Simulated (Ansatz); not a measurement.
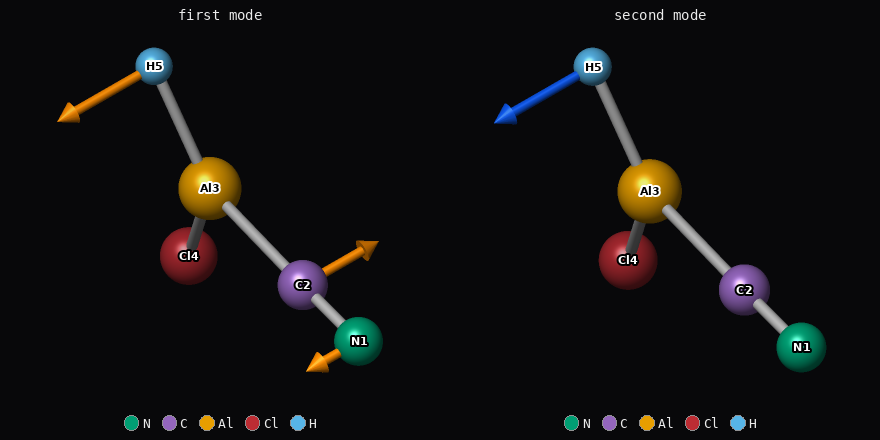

The system is CHAlClN, SMILES N#[C][AlH][Cl]; the picture shows the reference structure; its two panels give the patterns of the first and the second mode as arrows. Coordinates scanned: (1) normal mode 2 (195 cm⁻¹); (2) normal mode 4 (452 cm⁻¹). Nothing is relaxed (straight displacements along the two mass-weighted modes). Grid: 15 × 15 points; 173 points were computed and 52 follow by symmetry. Points are written as (first, second). Energies: kcal/mol, counted from the lowest grid point. Theory: RKS SPW92 (LDA)/def2-TZVP (Ansatz 0.2.0).

Its coordinates:

```xyz
5

N     1.4529   -1.4625    1.2927
C     0.7812   -0.7483    0.6738
Al   -0.2882    0.4742   -0.3406
Cl   -2.0579   -0.2975   -1.0840
H     0.1619    1.9605   -0.5833
```

Range: normal mode 2 (195 cm⁻¹) from −1.337 to 1.337 amu½·Å; normal mode 4 (452 cm⁻¹) from −0.536 to 0.536 amu½·Å.

> What landscape does the calculation give?

The lowest grid point is at (0.000 amu½·Å, 0.000 amu½·Å). It is the only kind of minimum in the scanned range. The highest grid point, (−1.337 amu½·Å, 0.536 amu½·Å), lies 18.8 kcal/mol above the lowest.

```
normal mode 4 (452 cm⁻¹) ↓, normal mode 2 (195 cm⁻¹) →  −1.337  −1.146  −0.955  −0.764  −0.573  −0.382  −0.191  0.000  0.191  0.382  0.573  0.764  0.955  1.146  1.337
                                                 0.536    18.8    13.0     8.7     5.8     4.1     3.2     3.0    3.2    3.6    4.3    5.4    7.1    9.6   13.3   18.4
                                                 0.459    17.6    11.9     7.8     5.0     3.3     2.4     2.1    2.2    2.5    3.1    4.1    5.6    8.0   11.7   16.8
                                                 0.383    16.5    10.9     6.9     4.2     2.6     1.7     1.4    1.5    1.7    2.2    3.0    4.4    6.8   10.4   15.4
                                                 0.306    15.5    10.1     6.2     3.6     2.0     1.2     0.9    0.9    1.1    1.4    2.2    3.5    5.8    9.4   14.4
                                                 0.230    14.6     9.3     5.6     3.1     1.6     0.8     0.5    0.5    0.6    0.9    1.6    2.9    5.1    8.6   13.6
                                                 0.153    13.9     8.7     5.1     2.7     1.3     0.6     0.3    0.2    0.3    0.6    1.2    2.5    4.7    8.2   13.2
                                                 0.077    13.4     8.3     4.7     2.4     1.1     0.4     0.1    0.1    0.1    0.4    1.0    2.3    4.5    8.0   13.0
                                                 0.000    13.1     8.0     4.5     2.3     1.0     0.3     0.1    0.0    0.1    0.3    1.0    2.3    4.5    8.0   13.1
                                                −0.077    13.0     8.0     4.5     2.3     1.0     0.4     0.1    0.1    0.1    0.4    1.1    2.4    4.7    8.3   13.4
                                                −0.153    13.2     8.2     4.7     2.5     1.2     0.6     0.3    0.2    0.3    0.6    1.3    2.7    5.1    8.7   13.9
                                                −0.230    13.6     8.6     5.1     2.9     1.6     0.9     0.6    0.5    0.5    0.8    1.6    3.1    5.6    9.3   14.6
                                                −0.306    14.4     9.4     5.8     3.5     2.2     1.4     1.1    0.9    0.9    1.2    2.0    3.6    6.2   10.1   15.5
                                                −0.383    15.4    10.4     6.8     4.4     3.0     2.2     1.7    1.5    1.4    1.7    2.6    4.2    6.9   10.9   16.5
                                                −0.459    16.8    11.7     8.1     5.6     4.1     3.1     2.5    2.2    2.1    2.4    3.3    5.0    7.8   11.9   17.6
                                                −0.536    18.4    13.3     9.6     7.1     5.4     4.3     3.6    3.2    3.0    3.2    4.1    5.8    8.7   13.0   18.8
```

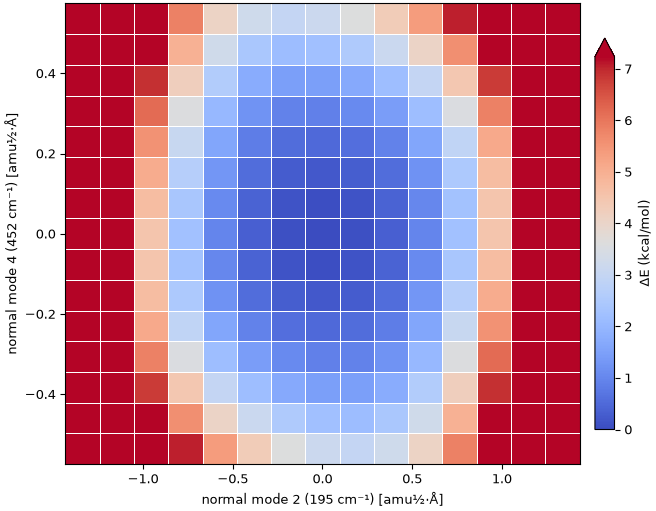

In the figure: one coloured cell a grid point, one colour for all values above the top of the scale.

Time for the 173 points that were run: 3.4 min on 1 thread of Intel(R) Xeon(R) 6975P-C (Granite Rapids), on a shared host.
